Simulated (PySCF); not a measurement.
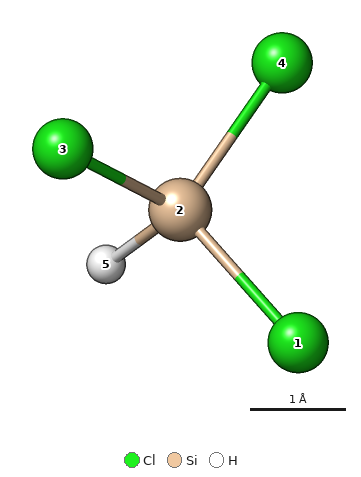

**Figure 1.** The input geometry (ball-and-stick view, seen at a tilt; atoms are numbered from 1 in the order of the input). Bond lengths as drawn: Cl–Si 2.01 Å and H–Si 1.45 Å.

**Excited-state calculation of SiHCl3**

SiHCl3, SMILES Cl[SiH](Cl)Cl, computed with TDDFT (CAM-B3LYP)/6-31G*, RKS (PySCF 2.14.0).

The geometry comes from this level: GFN2-xTB.

## The program's output
```
converged SCF energy = -1670.79941673165
total energy: -1670.79941673 hartree
Excitation energies (eV)
[8.30600282 8.64078949 8.64125268]

** Singlet excitation energies and oscillator strengths **
state   eV      nm      f
  1    8.3060    149.3   0.00000
  2    8.6408    143.5   0.00470
  3    8.6413    143.5   0.00480
```

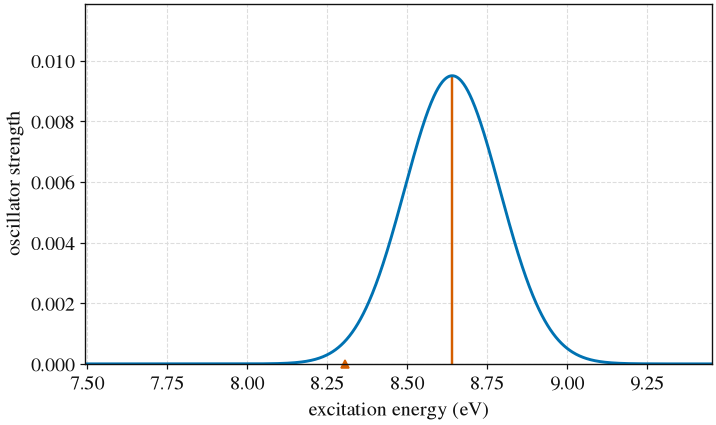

**Figure 2.** Computed excitations as sticks (degenerate states added up, dark ones marked on the axis), with a Gaussian envelope of 0.35 eV full width at half maximum, scaled to the tallest. Of the 3 states the lowest lies at 8.31 eV (f = 0.000); the strongest line is at 8.64 eV, or 143 nm (f = 0.009, summed over 2 states that lie within 0.004 eV).

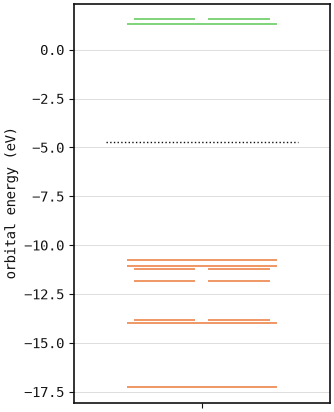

**Figure 3.** Orbital energies near the frontier; the dotted line parts filled from empty levels, and levels within 0.02 eV of each other stand side by side. Highest filled −10.76 eV, lowest empty 1.33 eV, 12.09 eV apart.

The run was set up as follows.

## The input (job.py)
```python
from pyscf import gto, dft, tdscf

system = gto.M(
    atom='''
Cl     1.673560    -0.567090     0.885730
Si    -0.079730    -0.011930     0.073790
Cl     0.015610     1.916920    -0.485430
Cl    -0.473560    -1.160600    -1.528280
H     -1.135880    -0.177300     1.054190
''',
    verbose=3,
    basis='6-31g*',
    max_memory=1860,
)

mf = dft.RKS(system)
mf.xc = 'cam-b3lyp'
mf.conv_tol = 1e-10
mf.grids.level = 7
mf.kernel()
if not mf.converged:
    mf = mf.newton().run(mf.mo_coeff, mf.mo_occ)

energy = mf.e_tot
print(f'total energy: {energy:.8f} hartree')

td = tdscf.TDDFT(mf)
td.nstates = 3
td.kernel()
td.analyze()
roots = td.e * 27.211386
osc = td.oscillator_strength()
print('state   eV      nm      f')
for i, (w, f) in enumerate(zip(roots, osc), 1):
    print('%3d %9.4f %8.1f %9.5f' % (i, w, 1239.842 / w, f))
```

Launch command:
```bash
OMP_NUM_THREADS=1 python job.py
```

## Summary

| quantity | value |
| --- | --- |
| outcome | converged |
| total energy | −1670.799417 hartree |
| basis functions | 74 |
| HOMO | −10.76 eV |
| LUMO | 1.33 eV |
| dipole moment | 1.08 D |
| lowest excitation | 8.31 eV |
| hardware | 1 thread of Arm Neoverse V1, 24 GiB of memory available, shared host |
| wall time | 9.2 min |
| peak memory | 0.76 GiB |
